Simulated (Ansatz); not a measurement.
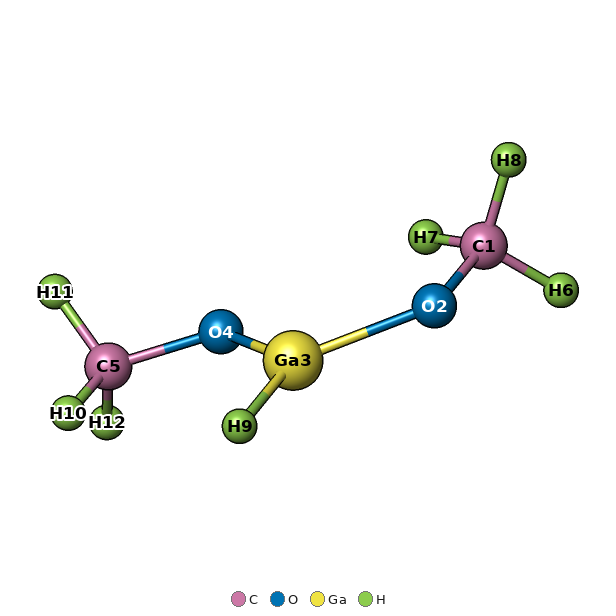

Harmonic vibrations computed with RKS PBE0-D4/def2-TZVP (Ansatz 0.2.0) at a stationary point of the same level.

> How many imaginary frequencies does it have?

A minimum: no imaginary frequency, and the lowest mode lies at 68 cm⁻¹.

> List the wavenumbers.

30 modes: 68, 85, 95, 96, 141, 204, 300, 475, 568, 619, 645, 1125, 1139, 1179, 1180, 1207, 1208, 1479, 1481, 1488, 1496, 1499, 1502, 2051, 2990, 3011, 3055, 3073, 3077, 3084 cm⁻¹.
